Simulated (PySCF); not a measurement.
# C5H4BrN: excited-state calculation

System: C5H4BrN (3-bromopyridine), SMILES Brc1cccnc1.
Method: TDA PBE0/def2-SVPD, vertical, gas phase, core orbitals frozen in the response (PySCF 2.14.0).

The geometry comes from this level: GFN2-xTB, MD frame at 3600 fs, 600 K.

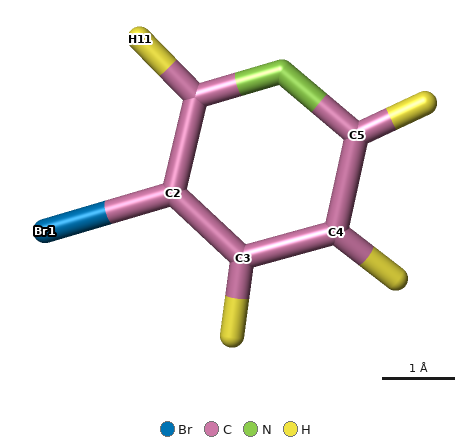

The input geometry (stick view, seen at a tilt; atoms are numbered from 1 in the order of the input). Bond lengths as drawn: Br–C 1.95 Å, C–C 1.32 to 1.41 Å, C–H 1.05 to 1.14 Å and C–N 1.28 to 1.38 Å.

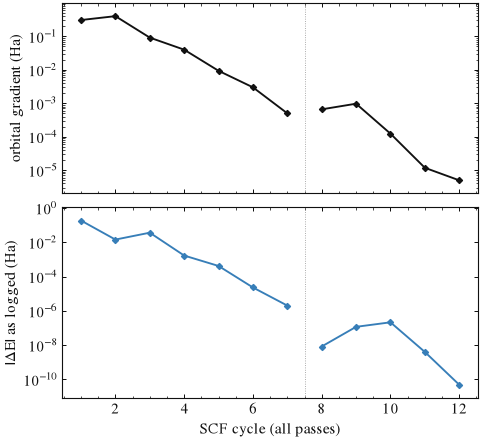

Convergence of the self-consistent field: orbital gradient and size of the energy change against the SCF cycle. The dotted line marks the change from a coarse to the final integration grid. The first 7 cycles use a coarse grid, the final grid takes over at cycle 8, and the field converges after 12 cycles in all.

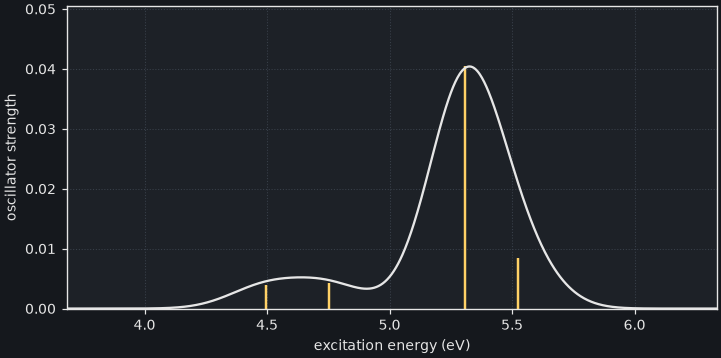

Computed excitations as sticks (degenerate states added up, dark ones marked on the axis), with a Gaussian envelope of 0.35 eV full width at half maximum, scaled to the tallest. Of the 4 states the lowest lies at 4.49 eV (f = 0.004); the strongest line is at 5.31 eV, or 234 nm (f = 0.040).

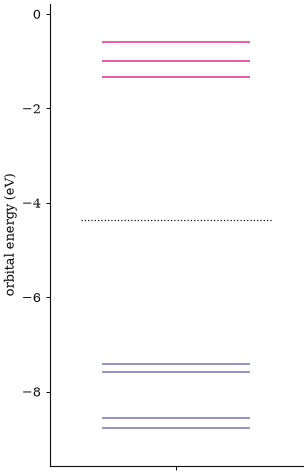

Orbital energies near the frontier; the dotted line parts filled from empty levels, and levels within 0.02 eV of each other stand side by side. Highest filled −7.41 eV, lowest empty −1.33 eV, 6.08 eV apart.

These pictures come from the run below.

Input
```
{"job": {"kind": "uv", "xc": "PBE0", "basis": "def2-SVPD", "nstates": 4, "ntriplets": 0, "tda": true}, "charge": 0, "multiplicity": 1}
Br     0.634326     3.525556     0.541177
C      2.428946     3.052818     1.143761
C      2.754706     1.777844     1.286687
C      4.045668     1.385776     1.422559
C      5.029721     2.384622     1.563689
N      4.624360     3.690755     1.404175
C      3.427648     4.016095     1.104610
H      2.045366     0.928185     1.173591
H      4.403227     0.367128     1.262611
H      6.069480     2.247591     1.579593
H      3.198707     5.127338     1.050623
```

The first line tells a small driver script what to run in PySCF; the rest is the geometry in Å.

Run as:
```bash
OMP_NUM_THREADS=1 python <driver script> task.json out
```

The program's output
```
coarse grid: 48240 points
cycle   1  E = -2820.7228574305  dE =  1.841e-01  |g| = 3.088e-01  |ddm| = 8.140e+00
cycle   2  E = -2820.7085294454  dE =  1.433e-02  |g| = 4.033e-01  |ddm| = 2.617e+00
cycle   3  E = -2820.7446498173  dE = -3.612e-02  |g| = 9.196e-02  |ddm| = 1.619e+00
cycle   4  E = -2820.7463283238  dE = -1.679e-03  |g| = 4.007e-02  |ddm| = 3.255e-01
cycle   5  E = -2820.7467424889  dE = -4.142e-04  |g| = 9.351e-03  |ddm| = 1.121e-01
cycle   6  E = -2820.7467655480  dE = -2.306e-05  |g| = 2.997e-03  |ddm| = 2.752e-02
cycle   7  E = -2820.7467675729  dE = -2.025e-06  |g| = 4.996e-04  |ddm| = 8.516e-03
final grid: 101600 points
cycle   8  E = -2820.7467973667  dE = -8.336e-09  |g| = 6.585e-04  |ddm| = 1.563e-02
cycle   9  E = -2820.7467972497  dE =  1.170e-07  |g| = 9.712e-04  |ddm| = 4.182e-03
cycle  10  E = -2820.7467974645  dE = -2.147e-07  |g| = 1.233e-04  |ddm| = 3.028e-03
cycle  11  E = -2820.7467974685  dE = -4.014e-09  |g| = 1.177e-05  |ddm| = 3.540e-04
cycle  12  E = -2820.7467974685  dE = -4.911e-11  |g| = 4.961e-06  |ddm| = 5.542e-05
converged SCF energy = -2820.7467974685

Static polarisability (au): isotropic 85.299, principal 52.550 83.564 119.783

Singlet excitations
state   eV       nm        f      main configurations
  1   4.4943    275.9   0.00397   H->L 0.70, H-1->L 0.26
  2   4.7523    260.9   0.00421   H->L+1 0.79, H-1->L+1 0.18
  3   5.3093    233.5   0.04041   H-1->L 0.30, H-1->L+2 0.24, H-1->L+1 0.19
  4   5.5251    224.4   0.00844   H-1->L+1 0.35, H-1->L+2 0.25, H-3->L 0.15
```

Results in brief

- outcome: converged
- total energy: −2820.746797 hartree
- HOMO: −7.41 eV
- LUMO: −1.33 eV
- dipole moment: 2.16 D
- mean polarisability: 85.30 a.u.
- lowest excitation: 4.49 eV
- hardware: 1 CPU thread, shared host
- wall time: 22 s
- peak memory: 0.87 GiB

Spin–orbit coupling is left out, which matters for the heavy atoms.
